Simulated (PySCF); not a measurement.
# C2HF2Ga (SMILES C#[C][Ga]([F])[F]): r2SCAN/def2-SVP

What is the vertical singlet–triplet gap of C2HF2Ga at r2SCAN/def2-SVP? The job is set up through a Python script.

The results are computed with PySCF 2.14.0.

## (1) Starting point

C2HF2Ga: 6 atoms, total charge 0, spin state singlet. SMILES: `C#[C][Ga]([F])[F]`. Geometry: relaxed at PBE0-D4/def2-TZVP.

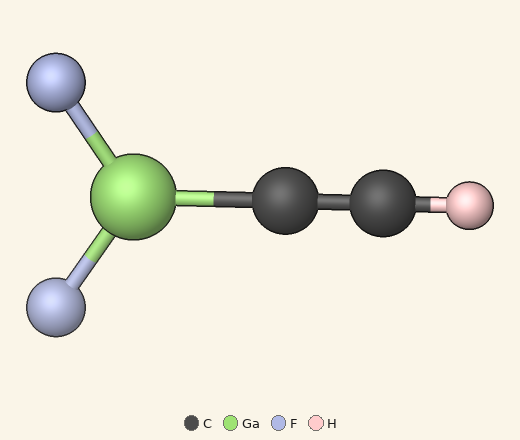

The structure, seen from a chosen angle (carbon dark grey, gallium green, fluorine light blue, hydrogen pink).

## (2) A single-point energy at r2SCAN/def2-SVP

calc.py

```python
# C#[C][Ga]([F])[F]
from pyscf import gto, dft

molecule = gto.Mole()
molecule.atom = '''
C     -0.458448     1.854955     2.999373
C     -0.164406     0.666884     1.078845
Ga     0.291963    -1.180890    -1.909001
F      0.456558    -4.452195    -2.005566
F      0.592996     0.204657    -4.863399
H     -0.718663     2.906777     4.699749
'''
molecule.unit = 'bohr'
molecule.basis = 'def2-svp'
molecule.max_memory = 1860
molecule.charge = 0
molecule.verbose = 3
molecule.build()

ks = dft.RKS(molecule)
ks.xc = 'r2scan'
ks.grids.level = 5
ks.conv_tol = 1e-10
ks.kernel()
if not ks.converged:
    ks = ks.newton().run(ks.mo_coeff, ks.mo_occ)

energy = ks.e_tot
print('E = %.10f Eh' % energy)
```

On the command line:

```console
$ OMP_NUM_THREADS=1 python calc.py
```

The log of the run:

```text
converged SCF energy = -2200.76930066851
E = -2200.7693006685 Eh
```

It took 43 s on 1 thread of Arm Neoverse V1, shared host; peak memory 0.53 GiB.

## (3) The triplet at the same level

job.py

```python
from pyscf import gto, dft

mol = gto.M(
    atom='''
C     -0.458448     1.854955     2.999373
C     -0.164406     0.666884     1.078845
Ga     0.291963    -1.180890    -1.909001
F      0.456558    -4.452195    -2.005566
F      0.592996     0.204657    -4.863399
H     -0.718663     2.906777     4.699749
''',
    unit='bohr',
    spin=2,
    verbose=3,
    basis='def2-svp',
    charge=0,
    max_memory=1860,
)

myscf = dft.UKS(mol, xc='r2scan')
myscf.conv_tol = 1e-10
myscf.grids.level = 5
myscf.kernel()
if not myscf.converged:
    myscf = myscf.newton().run(myscf.mo_coeff, myscf.mo_occ)

e_final = myscf.e_tot
print('E(%s) = %.9f' % ('R2SCAN', e_final))
```

On the command line:

```console
$ OMP_NUM_THREADS=1 python job.py
```

The log of the run:

```text
WARN: HOMO -0.10590945728665 >= LUMO -0.361157753542823

WARN: HOMO -0.120946971515275 >= LUMO -0.13480742973878

WARN: HOMO -0.0980379493304038 >= LUMO -0.218824168677182

WARN: HOMO -0.129988249538141 >= LUMO -0.311220330130617

WARN: HOMO -0.113060087716877 >= LUMO -0.283101780105476

WARN: HOMO -0.118327174738277 >= LUMO -0.294552556692439

WARN: HOMO -0.120565897857849 >= LUMO -0.29194271492972

WARN: HOMO -0.120976614739977 >= LUMO -0.288833821410964

WARN: HOMO -0.122990866350993 >= LUMO -0.290859337236723

WARN: HOMO -0.122636901610525 >= LUMO -0.290312604055359

WARN: HOMO -0.122656146155535 >= LUMO -0.290292880918091

WARN: HOMO -0.122629943711815 >= LUMO -0.290267695033287

WARN: HOMO -0.12270090526049 >= LUMO -0.290322960659699

WARN: HOMO -0.122654053125309 >= LUMO -0.290185312426193

WARN: HOMO -0.122658612378528 >= LUMO -0.290204198407507

WARN: HOMO -0.122657040797018 >= LUMO -0.290196238245423

WARN: HOMO -0.122658919176635 >= LUMO -0.290197339007824

WARN: HOMO -0.122658064613538 >= LUMO -0.290196029206395

WARN: HOMO -0.122658696391051 >= LUMO -0.290197869106736

converged SCF energy = -2200.57511215261  <S^2> = 2.0075822  2S+1 = 3.0050506
E(R2SCAN) = -2200.575112153
```

Run time: 2 min. Hardware: 1 thread of Arm Neoverse V1, shared host; peak memory 0.56 GiB.

## (4) What came out

Level: r2SCAN/def2-SVP.

```
                                        quantity           value
                           singlet: total energy  -2200.76930 Eh
                          singlet: dipole moment          3.13 D
                            singlet: HOMO energy        -8.09 eV
                            singlet: LUMO energy        -2.31 eV
                          singlet: HOMO–LUMO gap         5.78 eV
                           triplet: total energy  -2200.57511 Eh
                          triplet: dipole moment          5.52 D
     triplet: HOMO energy (highest over α and β)        -3.34 eV
                                   triplet: ⟨S²⟩           2.008
vertical energy of the triplet above the singlet        5.284 eV
```

**Reading.** At this shape the triplet lies 5.28 eV (510 kJ/mol) above the singlet.
